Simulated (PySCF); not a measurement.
# C4H8F2OSi: what the fields show

The calculation's input:

```
{"job": {"kind": "uv", "xc": "CAM-B3LYP", "basis": "def2-SVPD", "nstates": 8, "ntriplets": 3}, "charge": 0, "multiplicity": 1}
F      1.526108    -1.559423     1.751283
C      2.116934    -0.508240     1.080044
O      1.230773     0.505442     0.855564
C      0.397035     0.364139    -0.288349
Si    -1.043279     1.640561    -0.384100
C     -1.896397    -0.049433    -0.669196
C     -0.617973    -0.793435    -0.256607
F     -0.287652    -1.805082    -1.132632
H      2.907686    -0.133624     1.740767
H      2.530563    -0.938216     0.153753
H      1.022611     0.276187    -1.185803
H     -1.001022     2.566666    -1.512134
H     -1.313419     2.273769     0.899283
H     -2.768718    -0.324296    -0.082753
H     -2.122441    -0.256727    -1.714040
H     -0.688407    -1.249343     0.733509
```

Run with:

```sh
OMP_NUM_THREADS=1 python probes_run.py task.json out
```

Geometry: GFN2-xTB.

All numbers below come from CAM-B3LYP/def2-SVPD, SCF density, gas phase (PySCF).

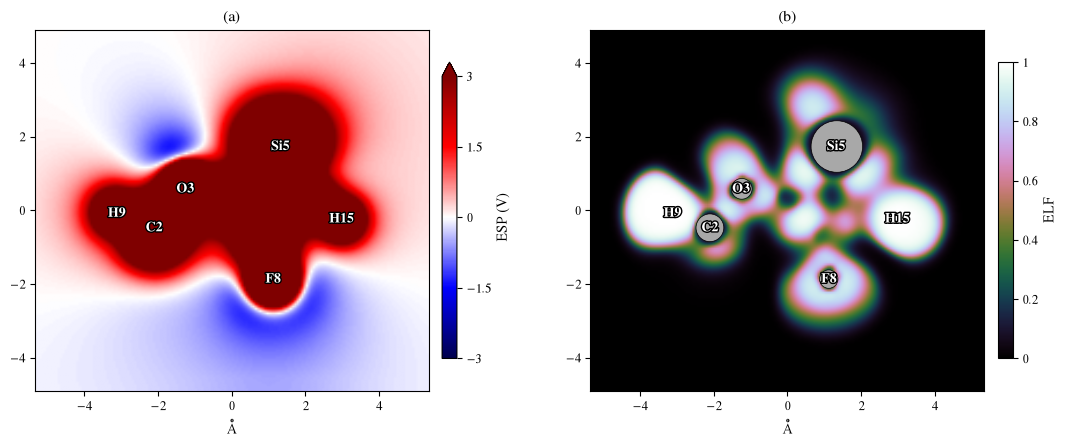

Figure 1. (a) molecular electrostatic potential; (b) electron localisation function on the plane of atoms O3, C2 and H9. Grey discs cover the atomic cores in the ELF map.

Question: Describe what can be read from this map.

Answer: The section cuts through C, O, Si, F and H sites.
C–O (1.36 Å): the ELF peaks at about 0.90 between the atoms, as expected for a polar covalent bond.
C–H (1.10 Å): the ELF climbs to about 1 towards the hydrogen, as it does in any bond to H (a covalent bond by its length).
The ELF also peaks beside F8 and O3, away from the bonds: lone-pair regions.
Outside the dense part of the molecule the potential is most negative (−1.4 V) near O3.

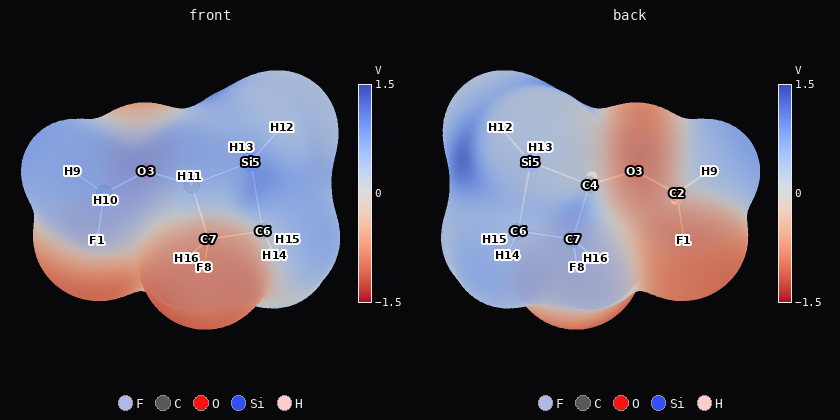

Figure 2. The molecular electrostatic potential painted on the density surface at 0.001 e/bohr³, seen from the front and from behind; the colour scale runs from red (negative) to blue (positive).

Question: Describe the electrostatic potential map.

Answer: The most negative region (about −1.0 V, or −23 kcal/mol for a unit charge) lies over F8, the most positive (about +1.1 V, or +25 kcal/mol for a unit charge) over Si5.

Question: What dipole moment does the calculation give?

Answer: Its dipole moment is 2.33 D.
